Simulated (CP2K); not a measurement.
Consider silyloxirane at its PBE geometry (Å).

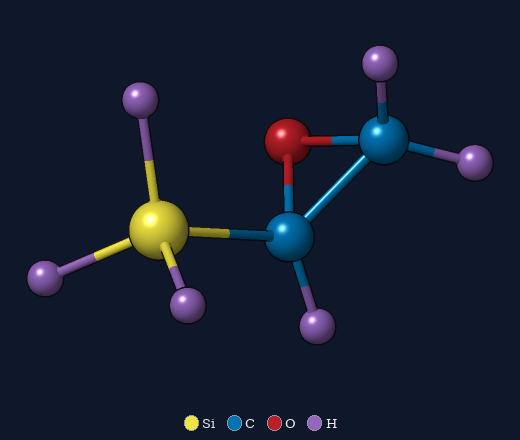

The molecule (silicon yellow, carbon blue, oxygen red, hydrogen purple).

```xyz
10

Si    1.4282   -0.1403   -0.1423
C    -0.2671    0.5594    0.2529
C    -1.4976   -0.2537    0.0966
O    -1.1551    0.7207   -0.9072
H     1.2586   -1.2748   -1.0913
H     2.0811   -0.6182    1.1116
H     2.2871    0.9100   -0.7577
H    -0.3393    1.3966    0.9581
H    -1.4221   -1.2979   -0.2216
H    -2.3737   -0.0021    0.7010
```

Method: CP2K XAS_TDP, all-electron GAPW, PBEh(45%), aug-pc-1, TDA, no relativity.

Q: Predict the bright core excitations at the C K edge.

Leading lines: C2 283.74 eV and C3 284.44 eV. The leading line of an atom is its first one with 35 % of the strongest within 2.5 eV of its lowest line over the strength cut. 

The first six lines of each atom with a strength over 0.0015:

| atom | energy (eV) | states | strength, one atom |
| --- | --- | --- | --- |
| C2 (bonded to C, O, Si and H) | 283.74 | 1 | 0.0429 |
|  | 284.94 | 1 | 0.0075 |
|  | 285.34 | 1 | 0.0141 |
|  | 285.50 | 1 | 0.0238 |
|  | 285.81 | 1 | 0.0042 |
|  | 286.87 | 1 | 0.0020 |
| C3 (bonded to C, O and 2 H) | 284.44 | 1 | 0.0497 |
|  | 285.23 | 1 | 0.0026 |
|  | 285.47 | 1 | 0.0178 |
|  | 285.79 | 1 | 0.0225 |
|  | 286.25 | 1 | 0.0024 |
|  | 287.40 | 1 | 0.0032 |

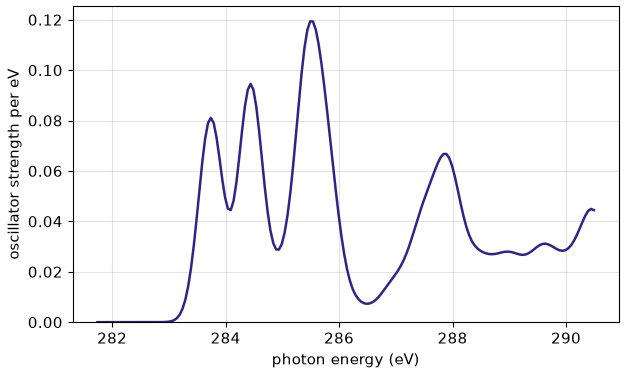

All atoms added, broadened by 0.5 eV.

Lines are vertical, at one geometry, with no vibrational structure. Without a correction of the core level, line positions, and the gaps between valence and Rydberg lines, follow the share of exact exchange. At this level such K lines come out 3 to 6 eV under measured ones. These values hold no scalar relativity, about 0.1 eV for C 1s. Rydberg lines, and the discretised continuum above threshold, depend on the basis and the box.

[Banner, clock and machine lines of the logs are left out without a mark of their own.]

[Logs are printed without paths, hosts, clocks, repeated set-up lines and the standing remarks that a program may print on its own settings, such as how far it seeks lower states.]

[Hosts, paths, dates, database ids (printed as entryN), source tags and the programs' standing remarks are cut or masked in the printed files.]
